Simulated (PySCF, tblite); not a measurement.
# C₅H₁₆N₂Si₂: infrared bands, NMR shifts and electronic excitations in gas and solvents, part 2 of 2

tblite 0.8.0 and PySCF 2.14.0. Atoms count from 0.

### Step 6. TDDFT and polarisability: PBE0/def2-SVPD

Job settings and geometry (Å):

```
{"job": {"kind": "uv", "xc": "PBE0", "basis": "def2-SVPD", "ip": true}, "charge": 0, "multiplicity": 1}
C      2.390266    -0.479076    -1.428804
N      1.578546    -0.052742    -0.316806
C      2.258776     0.834076     0.591685
Si     0.268952    -1.075393     0.235168
C     -0.942985    -1.473533    -1.177780
C     -2.367440    -1.484715    -0.596813
C     -2.686639    -0.194115     0.169732
Si    -1.338008     0.117307     1.475606
N     -1.093618     1.817275     1.773722
H      2.758722     0.390693    -2.004960
H      1.805733    -1.105388    -2.120561
H      3.280912    -1.066201    -1.119714
H      2.650964     1.717933     0.053466
H      3.121755     0.363092     1.108636
H      1.562060     1.199639     1.361620
H      0.750485    -2.370776     0.842848
H     -0.853127    -0.664242    -1.924940
H     -0.716752    -2.418343    -1.696434
H     -3.107446    -1.652023    -1.398323
H     -2.474122    -2.348986     0.085236
H     -2.671789     0.667750    -0.522955
H     -3.694625    -0.217722     0.613819
H     -1.691320    -0.486084     2.799044
H     -0.762401     2.115427     2.683843
H     -0.686546     2.392505     1.044149
```

Method: TDDFT PBE0/def2-SVPD, vertical, gas phase, core orbitals frozen in the response.

What it wrote:

```text
coarse grid: 20728 points
cycle   1  E = -887.5164490535  dE =  6.377e-01  |g| = 5.730e-01  |ddm| = 6.867e+00
cycle   2  E = -887.4558036546  dE =  6.065e-02  |g| = 7.645e-01  |ddm| = 2.392e+00
cycle   3  E = -887.5986416558  dE = -1.428e-01  |g| = 7.248e-02  |ddm| = 1.387e+00
cycle   4  E = -887.5996302067  dE = -9.886e-04  |g| = 3.715e-02  |ddm| = 1.667e-01
cycle   5  E = -887.5999465024  dE = -3.163e-04  |g| = 8.740e-03  |ddm| = 6.544e-02
cycle   6  E = -887.5999660095  dE = -1.951e-05  |g| = 2.444e-03  |ddm| = 2.004e-02
cycle   7  E = -887.5999675264  dE = -1.517e-06  |g| = 5.366e-04  |ddm| = 5.193e-03
final grid: 187832 points
cycle   8  E = -887.7073757287  dE = -5.426e-05  |g| = 1.036e-02  |ddm| = 1.956e-01
cycle   9  E = -887.7073560109  dE =  1.972e-05  |g| = 1.377e-02  |ddm| = 3.716e-02
cycle  10  E = -887.7074026424  dE = -4.663e-05  |g| = 1.206e-03  |ddm| = 2.132e-02
cycle  11  E = -887.7074029667  dE = -3.243e-07  |g| = 2.692e-04  |ddm| = 2.011e-03
cycle  12  E = -887.7074029808  dE = -1.408e-08  |g| = 1.056e-04  |ddm| = 7.163e-04
cycle  13  E = -887.7074029838  dE = -2.999e-09  |g| = 2.798e-05  |ddm| = 2.476e-04
cycle  14  E = -887.7074029840  dE = -1.994e-10  |g| = 5.461e-06  |ddm| = 5.986e-05
converged SCF energy = -887.7074029840

Static polarisability (au): isotropic 131.273, principal 111.656 135.487 146.675

Singlet excitations
state   eV       nm        f      main configurations
  1   4.8902    253.5   0.00752   H->L 0.96
  2   5.2301    237.1   0.01002   H-1->L 0.96
  3   5.6337    220.1   0.01516   H->L+1 0.91
  4   5.8775    210.9   0.01859   H->L+2 0.94
  5   5.9629    207.9   0.05389   H-1->L+1 0.82, H->L+3 0.12
  6   6.0876    203.7   0.02654   H->L+3 0.74, H-1->L+1 0.09
  7   6.3240    196.1   0.00954   H-1->L+2 0.59, H-1->L+3 0.25
  8   6.5395    189.6   0.01770   H->L+4 0.84
  9   6.5611    189.0   0.01510   H-1->L+3 0.57, H-1->L+2 0.23
 10   6.7369    184.0   0.01098   H->L+5 0.72

Triplet excitations (Tamm-Dancoff, eV): 4.5320 4.9328 5.2342 5.5900
Vertical ionisation energy (delta-SCF) = 7.7020 eV
```

Run time: 7.7 min. Hardware: 1 thread of Arm Neoverse V1, shared host; peak memory 1.4 GiB.

Frontier orbitals and where they lie:

```tsv
orbital	eV	atoms
HOMO−3	-8.50	Si7 26 %, C6 21 %, H22 18 %
HOMO−2	-8.15	N8 28 %, C4 18 %, Si3 12 %
HOMO−1	-6.48	N8 23 %, Si3 17 %, Si7 15 %
HOMO	-6.10	N1 44 %, Si3 10 %, C2 7 %
LUMO	-0.04	Si7 22 %, Si3 17 %, N8 8 %
LUMO+1	0.53	Si7 14 %, Si3 14 %, C6 10 %
LUMO+2	0.86	C2 14 %, C0 11 %, Si7 10 %
```

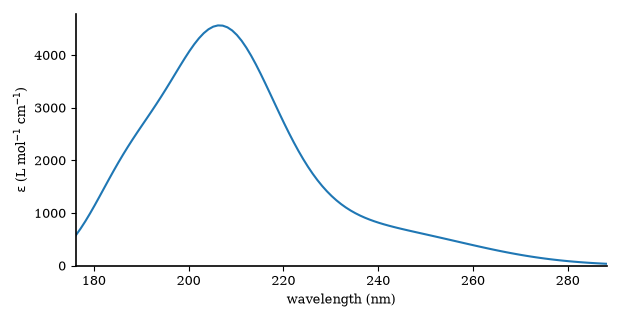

Absorption spectrum: each of the 10 states is a Gaussian band of 0.4 eV half-width at 1/e. Beyond the last state computed it falls off for lack of states.

Ground-state properties from the same run:

```tsv
property	computed
dipole moment (D)	1.23
polarisability (Å³)	19.45
HOMO–LUMO gap (eV)	6.06
−ε(HOMO) (eV)	6.10
```

### Step 7. Nuclear shieldings: KT3/pcSseg-1

The job, as its differences from that of step 6:

```diff
@@ -1,2 +1,2 @@
-{"job": {"kind": "uv", "xc": "PBE0", "basis": "def2-SVPD", "ip": true}, "charge": 0, "multiplicity": 1}
+{"job": {"kind": "nmr", "xc": "KT3", "basis": "pcSseg-1", "pop": false}, "charge": 0, "multiplicity": 1}
 C      2.390266    -0.479076    -1.428804
```

Level: GIAO KT3/pcSseg-1 NMR shielding, non-relativistic, gas phase.

What it wrote:

```text
coarse grid: 20728 points
cycle   1  E = -897.9291357359  dE =  5.559e-01  |g| = 7.991e-01  |ddm| = 4.479e+00
cycle   2  E = -897.5777111589  dE =  3.514e-01  |g| = 1.407e+00  |ddm| = 2.856e+00
cycle   3  E = -898.0900132909  dE = -5.123e-01  |g| = 1.655e-01  |ddm| = 2.189e+00
cycle   4  E = -898.0963372470  dE = -6.324e-03  |g| = 7.045e-02  |ddm| = 2.921e-01
cycle   5  E = -898.0974107935  dE = -1.074e-03  |g| = 1.975e-02  |ddm| = 9.458e-02
cycle   6  E = -898.0975141810  dE = -1.034e-04  |g| = 6.611e-03  |ddm| = 3.779e-02
cycle   7  E = -898.0975255893  dE = -1.141e-05  |g| = 1.526e-03  |ddm| = 9.802e-03
cycle   8  E = -898.0975261465  dE = -5.572e-07  |g| = 5.588e-04  |ddm| = 2.510e-03
final grid: 187832 points
cycle   9  E = -898.1112832717  dE = -3.042e-04  |g| = 1.650e-02  |ddm| = 5.695e-02
cycle  10  E = -898.1112432608  dE =  4.001e-05  |g| = 1.794e-02  |ddm| = 2.948e-02
cycle  11  E = -898.1113022307  dE = -5.897e-05  |g| = 6.709e-03  |ddm| = 2.726e-02
cycle  12  E = -898.1113122680  dE = -1.004e-05  |g| = 1.183e-03  |ddm| = 8.841e-03
cycle  13  E = -898.1113126589  dE = -3.909e-07  |g| = 1.859e-04  |ddm| = 1.691e-03
cycle  14  E = -898.1113126657  dE = -6.858e-09  |g| = 8.757e-05  |ddm| = 3.472e-04
cycle  15  E = -898.1113126680  dE = -2.308e-09  |g| = 1.121e-05  |ddm| = 1.292e-04
cycle  16  E = -898.1113126681  dE = -2.478e-11  |g| = 4.460e-06  |ddm| = 1.937e-05
converged SCF energy = -898.1113126681

GIAO shielding tensors (ppm)
atom      isotropic    diamagn.    paramagn.     s11        s22        s33       span
  0 C      140.496     243.869    -103.373    116.710    122.431    182.348     65.638
  1 N      236.820     330.056     -93.237    206.915    246.675    256.869     49.955
  2 C      140.770     246.302    -105.532    118.121    122.805    181.384     63.263
  3 Si     391.734     887.171    -495.437    328.562    388.932    457.709    129.147
  4 C      162.981     257.070     -94.089    152.478    157.142    179.322     26.843
  5 C      159.925     248.421     -88.496    145.345    166.513    167.917     22.572
  6 C      162.530     255.911     -93.381    147.637    154.672    185.280     37.643
  7 Si     383.927     884.260    -500.334    323.915    394.126    433.738    109.823
  8 N      253.540     318.700     -65.161    220.082    250.156    290.381     70.300
  9 H       28.999      29.383      -0.385     24.827     26.337     35.831     11.005
 10 H       28.705      31.067      -2.362     23.405     28.742     33.968     10.563
 11 H       28.948      27.537       1.411     24.812     26.317     35.716     10.903
 12 H       29.105      30.587      -1.482     25.342     26.343     35.628     10.286
 13 H       28.929      28.810       0.119     24.767     26.392     35.627     10.860
 14 H       28.135      33.420      -5.285     22.308     29.061     33.037     10.729
 15 H       26.721      31.591      -4.870     23.125     25.181     31.859      8.734
 16 H       30.750      35.524      -4.774     26.794     29.921     35.534      8.741
 17 H       29.728      32.014      -2.286     24.491     28.692     36.000     11.508
 18 H       29.149      28.410       0.739     23.202     27.722     36.522     13.320
 19 H       30.503      30.706      -0.204     26.074     28.388     37.045     10.971
 20 H       30.801      33.587      -2.786     27.590     29.088     35.726      8.136
 21 H       29.756      28.969       0.787     25.062     27.738     36.467     11.405
 22 H       26.695      30.313      -3.617     23.781     25.161     31.144      7.363
 23 H       31.443      30.316       1.127     24.549     27.095     42.685     18.136
 24 H       31.788      34.506      -2.718     25.226     29.104     41.032     15.806
```

It took 98 s on 1 thread of Arm Neoverse V1, shared host; peak memory 1 GiB.

In short: δ C0 41.7, C5 22.4, C6 19.8, C4 19.3, H22 4.62, H15 4.60 ppm (means over like atoms).

### Step 8. Shielding tensors: PBE0/pcSseg-1 in dichloromethane

The job, as its differences from that of step 7:

```diff
@@ -1,2 +1,2 @@
-{"job": {"kind": "nmr", "xc": "KT3", "basis": "pcSseg-1", "pop": false}, "charge": 0, "multiplicity": 1}
+{"job": {"kind": "nmr", "xc": "PBE0", "basis": "pcSseg-1", "solvent": "dichloromethane", "pop": true}, "charge": 0, "multiplicity": 1}
 C      2.390266    -0.479076    -1.428804
```

With the program's defaults for keys left out, this is: GIAO PBE0/pcSseg-1 NMR shielding, non-relativistic, IEF-PCM dichloromethane.

What it wrote:

```text
coarse grid: 20728 points
cycle   1  E = -887.8988973355  dE =  7.045e-01  |g| = 5.889e-01  |ddm| = 4.410e+00
cycle   2  E = -887.8493655240  dE =  4.953e-02  |g| = 7.541e-01  |ddm| = 1.319e+00
cycle   3  E = -887.9824877789  dE = -1.331e-01  |g| = 6.580e-02  |ddm| = 7.977e-01
cycle   4  E = -887.9831286962  dE = -6.409e-04  |g| = 3.564e-02  |ddm| = 8.369e-02
cycle   5  E = -887.9834040973  dE = -2.754e-04  |g| = 6.942e-03  |ddm| = 3.646e-02
cycle   6  E = -887.9834146840  dE = -1.059e-05  |g| = 2.225e-03  |ddm| = 9.846e-03
cycle   7  E = -887.9834158848  dE = -1.201e-06  |g| = 4.244e-04  |ddm| = 2.650e-03
final grid: 187832 points
cycle   8  E = -888.0308843218  dE = -3.831e-05  |g| = 1.046e-02  |ddm| = 3.203e-02
cycle   9  E = -888.0308683599  dE =  1.596e-05  |g| = 1.341e-02  |ddm| = 2.267e-02
cycle  10  E = -888.0309108166  dE = -4.246e-05  |g| = 1.062e-03  |ddm| = 1.267e-02
cycle  11  E = -888.0309110254  dE = -2.089e-07  |g| = 3.035e-04  |ddm| = 1.029e-03
cycle  12  E = -888.0309110436  dE = -1.812e-08  |g| = 7.221e-05  |ddm| = 3.130e-04
cycle  13  E = -888.0309110447  dE = -1.116e-09  |g| = 2.900e-05  |ddm| = 1.153e-04
cycle  14  E = -888.0309110449  dE = -2.087e-10  |g| = 4.189e-06  |ddm| = 3.220e-05
converged SCF energy = -888.0309110449

GIAO shielding tensors (ppm)
atom      isotropic    diamagn.    paramagn.     s11        s22        s33       span
  0 C      143.630     243.484     -99.854    120.705    125.130    185.055     64.350
  1 N      248.987     328.993     -80.006    217.684    258.944    270.335     52.651
  2 C      143.614     245.773    -102.159    122.150    124.746    183.947     61.797
  3 Si     374.659     884.057    -509.398    307.714    371.645    444.620    136.906
  4 C      166.874     256.858     -89.984    156.703    160.575    183.344     26.640
  5 C      164.832     247.630     -82.798    150.305    171.618    172.572     22.267
  6 C      166.478     256.018     -89.540    151.009    159.066    189.358     38.350
  7 Si     370.311     881.256    -510.945    308.146    379.966    422.822    114.676
  8 N      261.210     320.235     -59.025    226.682    257.501    299.448     72.765
  9 H       28.906      29.071      -0.165     24.570     26.045     36.102     11.532
 10 H       28.614      30.238      -1.624     22.959     28.786     34.097     11.139
 11 H       28.948      27.724       1.223     24.687     26.140     36.016     11.329
 12 H       28.979      30.287      -1.307     25.117     25.984     35.837     10.721
 13 H       28.939      28.962      -0.023     24.721     26.191     35.905     11.184
 14 H       28.115      32.325      -4.210     21.963     29.053     33.328     11.365
 15 H       26.824      31.458      -4.634     23.132     25.349     31.990      8.858
 16 H       30.740      34.760      -4.021     26.543     29.753     35.922      9.379
 17 H       29.738      31.844      -2.106     24.181     28.506     36.528     12.347
 18 H       29.206      28.779       0.427     22.930     27.587     37.102     14.172
 19 H       30.499      30.533      -0.034     25.838     28.249     37.409     11.571
 20 H       30.722      32.942      -2.220     27.312     28.796     36.057      8.745
 21 H       29.797      29.080       0.717     24.762     27.567     37.062     12.301
 22 H       26.635      30.000      -3.365     23.635     25.008     31.262      7.627
 23 H       30.947      29.671       1.277     23.833     25.855     43.154     19.322
 24 H       31.204      33.778      -2.574     24.261     28.062     41.289     17.027
```

Run time: 71 s. Hardware: 1 thread of Arm Neoverse V1, shared host; peak memory 1.4 GiB.

This run: δ C0 41.7, C5 20.5, C6 18.8, C4 18.4, H22 4.61, H15 4.42 ppm (means over like atoms).

### Step 9. NMR shieldings: PBE0/pcSseg-1 in tetrahydrofuran

The job, as its differences from that of step 8:

```diff
@@ -1,2 +1,2 @@
-{"job": {"kind": "nmr", "xc": "PBE0", "basis": "pcSseg-1", "solvent": "dichloromethane", "pop": true}, "charge": 0, "multiplicity": 1}
+{"job": {"kind": "nmr", "xc": "PBE0", "basis": "pcSseg-1", "solvent": "tetrahydrofuran", "pop": false}, "charge": 0, "multiplicity": 1}
 C      2.390266    -0.479076    -1.428804
```

With the program's defaults for keys left out, this is: GIAO PBE0/pcSseg-1 NMR shielding, non-relativistic, IEF-PCM tetrahydrofuran.

What it wrote:

```text
coarse grid: 20728 points
cycle   1  E = -887.8985528661  dE =  7.049e-01  |g| = 5.893e-01  |ddm| = 4.410e+00
cycle   2  E = -887.8486730658  dE =  4.988e-02  |g| = 7.552e-01  |ddm| = 1.321e+00
cycle   3  E = -887.9822432077  dE = -1.336e-01  |g| = 6.601e-02  |ddm| = 8.004e-01
cycle   4  E = -887.9828909599  dE = -6.478e-04  |g| = 3.568e-02  |ddm| = 8.412e-02
cycle   5  E = -887.9831669073  dE = -2.759e-04  |g| = 6.990e-03  |ddm| = 3.658e-02
cycle   6  E = -887.9831776612  dE = -1.075e-05  |g| = 2.230e-03  |ddm| = 9.906e-03
cycle   7  E = -887.9831788657  dE = -1.205e-06  |g| = 4.272e-04  |ddm| = 2.656e-03
final grid: 187832 points
cycle   8  E = -888.0306498512  dE = -3.828e-05  |g| = 1.046e-02  |ddm| = 3.204e-02
cycle   9  E = -888.0306337837  dE =  1.607e-05  |g| = 1.343e-02  |ddm| = 2.269e-02
cycle  10  E = -888.0306763763  dE = -4.259e-05  |g| = 1.065e-03  |ddm| = 1.271e-02
cycle  11  E = -888.0306765867  dE = -2.105e-07  |g| = 3.038e-04  |ddm| = 1.034e-03
cycle  12  E = -888.0306766049  dE = -1.815e-08  |g| = 7.238e-05  |ddm| = 3.137e-04
cycle  13  E = -888.0306766060  dE = -1.117e-09  |g| = 2.901e-05  |ddm| = 1.153e-04
cycle  14  E = -888.0306766062  dE = -2.142e-10  |g| = 4.185e-06  |ddm| = 3.215e-05
converged SCF energy = -888.0306766062

GIAO shielding tensors (ppm)
atom      isotropic    diamagn.    paramagn.     s11        s22        s33       span
  0 C      143.611     243.468     -99.857    120.687    125.119    185.027     64.340
  1 N      248.996     328.989     -79.993    217.677    258.994    270.318     52.641
  2 C      143.601     245.762    -102.161    122.132    124.743    183.929     61.796
  3 Si     374.669     884.053    -509.384    307.762    371.618    444.626    136.864
  4 C      166.864     256.860     -89.995    156.700    160.570    183.323     26.623
  5 C      164.819     247.625     -82.806    150.301    171.600    172.556     22.255
  6 C      166.450     256.004     -89.553    150.981    159.036    189.334     38.353
  7 Si     370.314     881.256    -510.942    308.174    379.998    422.769    114.595
  8 N      261.127     320.216     -59.089    226.612    257.396    299.373     72.761
  9 H       28.909      29.072      -0.163     24.574     26.050     36.104     11.529
 10 H       28.618      30.241      -1.623     22.963     28.790     34.100     11.137
 11 H       28.948      27.722       1.226     24.688     26.141     36.015     11.328
 12 H       28.984      30.289      -1.305     25.122     25.990     35.840     10.718
 13 H       28.939      28.960      -0.021     24.720     26.192     35.905     11.184
 14 H       28.119      32.331      -4.211     21.969     29.058     33.331     11.362
 15 H       26.817      31.445      -4.628     23.126     25.341     31.985      8.859
 16 H       30.743      34.762      -4.020     26.548     29.757     35.923      9.375
 17 H       29.741      31.846      -2.105     24.185     28.509     36.529     12.344
 18 H       29.206      28.779       0.427     22.931     27.586     37.101     14.170
 19 H       30.501      30.534      -0.033     25.841     28.251     37.411     11.570
 20 H       30.724      32.941      -2.217     27.315     28.800     36.058      8.744
 21 H       29.795      29.081       0.714     24.760     27.566     37.060     12.300
 22 H       26.631      29.995      -3.364     23.630     25.004     31.258      7.628
 23 H       30.964      29.682       1.281     23.851     25.882     43.157     19.306
 24 H       31.221      33.784      -2.562     24.284     28.087     41.293     17.009
```

Run time: 65 s. Hardware: 1 thread of Arm Neoverse V1, shared host; peak memory 1.3 GiB.

In short: δ C0 41.7, C5 20.5, C6 18.8, C4 18.4, H22 4.61, H15 4.43 ppm (means over like atoms).

### Step 10. Side by side: NMR shifts

Shifts (ppm) of some atoms, chosen among heavy atoms and hydrogens apart, means over like atoms, with basis size and wall time:

```tsv
run	C5	C4	H15	H23	N1	N8	Si3	functions	time
PBE0/pcSseg-1	19.9	17.8	4.60	-0.23	16.6	6.8	-22.8	247	80 s
KT3/pcSseg-1	22.4	19.3	4.60	-0.30	25.2	8.5	-26.2	247	98 s
PBE0/pcSseg-1 in dichloromethane	20.5	18.4	4.42	0.17	19.2	7.0	-22.8	247	71 s
PBE0/pcSseg-1 in tetrahydrofuran	20.5	18.4	4.43	0.15	19.1	7.0	-22.8	247	65 s
```

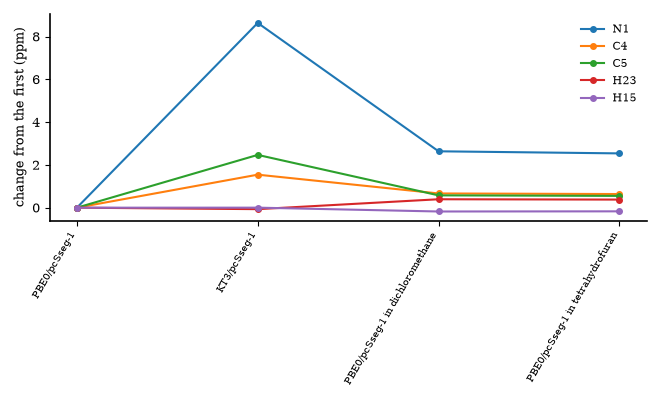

How five of the tabulated atoms move from run to run.

The continuum's effect on the ground state:

```tsv
solvent	ε	polarisation energy (Eh)	μ (D)
tetrahydrofuran	7.43	-0.0059	1.84
dichloromethane	8.93	-0.0062	1.86
```

### Step 11. Results

This closing draws on all 2 parts.

| quantity | value |
| --- | --- |
| strongest single infrared mode (GFN2-xTB) | 2171 cm⁻¹, 430 km/mol |
| zero-point energy (GFN2-xTB) | 129.7 kcal/mol |
| point group | C1 |
| rotational constants (main isotopes) | 1.51, 0.93, 0.65 GHz |
| ¹³C shifts against TMS (PBE0/pcSseg-1, means over atoms taken as alike) | 41.2, 19.9, 18.5, 17.8 ppm |
| ¹H shifts against TMS (PBE0/pcSseg-1, means over atoms taken as alike) | 4.73, 4.60, 2.45, 2.06, 1.49, 1.46, 0.71, 0.48, 0.46, -0.23 ppm |
| ¹⁵N shifts against NH3 (PBE0/pcSseg-1) | 16.6, 6.8 ppm |
| ²⁹Si shifts against TMS (PBE0/pcSseg-1) | -18.3, -22.8 ppm |
| lowest singlet (PBE0/def2-SVPD) | 4.89 eV (254 nm), f = 0.008 |
| brightest single state of those computed | state 5, 5.96 eV, f = 0.054 |
| lowest triplet | 4.53 eV |
| vertical ionisation energy (ΔSCF) | 7.70 eV |
| range of the shift of N1 (PBE0/pcSseg-1 runs) | 16.6 to 19.2 ppm |

**Reading.** Over 94 steps the energy fell by 0.451 eV; of the close pairs, Si3–Si7 changed most, 2.412 to 2.311 Å (GFN2-xTB). No mode is imaginary among the 69: a minimum at this level. The strongest single mode, at 2171 cm⁻¹, moves mainly H22. GFN2-xTB is a fitted tight-binding method: band positions and strengths are rough. Its intensities can rank the bands wrongly. The optimisation took 9 steps and gained 0.325 eV; among the close pairs (by a distance rule), N1–Si3 changed most, from 1.695 to 1.751 Å (PBE0/def2-SVP). At PBE0/pcSseg-1: The widest tensor belongs to Si3: span 136 ppm, with a paramagnetic part of -509 ppm. The first singlet state (HOMO→LUMO 0.96) lies at 4.89 eV and is weak; of the 10 states computed, the strongest absorption comes from state 5 at 5.96 eV. The lowest triplet lies 0.36 eV below the lowest singlet (triplets in Tamm-Dancoff, singlets in full TDDFT). ΔSCF puts the ionisation energy at 7.70 eV, 1.60 eV above −ε(HOMO). At one level, PBE0/pcSseg-1: Across the 3 runs the shift of N1 moves most, between 16.6 (PBE0/pcSseg-1) and 19.2 ppm (PBE0/pcSseg-1 in dichloromethane). Most of that comes from the computed reference, not from the atom's own shielding. The continuum holds electrostatics alone: no hydrogen bonds to the solvent, and the gas-phase geometry is kept.
